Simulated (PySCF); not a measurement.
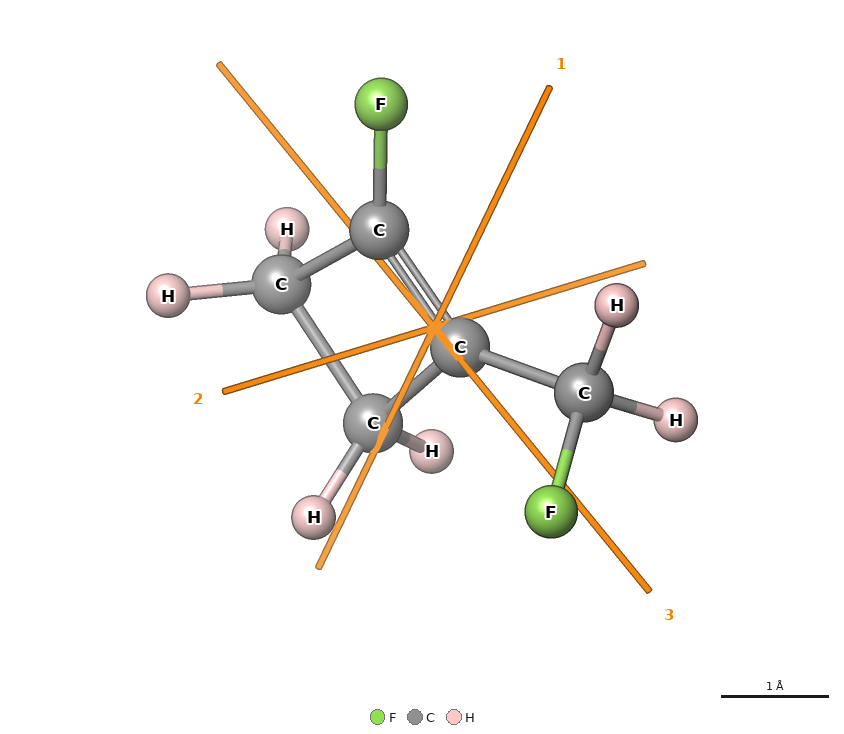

The three principal axes of inertia are drawn and numbered. Depth is shown by fading: the farther an atom, the more it takes the colour of the background. Computed geometry: PBE0-D3(BJ)/def2-SVP optimisation. No frequency run is at hand to confirm it as a minimum. Masses are those of the most abundant isotopes; constants are for the rigid equilibrium geometry.

**Which line is the a axis (least moment of inertia), which b and which c?**

a is line 3, b is line 1, c is line 2; the moments are 119, 267, 358 u Å².

**Classify the rotor and give the rotational constants (MHz).**

An asymmetric top (C1): A = 4243, B = 1896, C = 1413 MHz. Ray's parameter κ is −0.66, nearer the prolate limit.
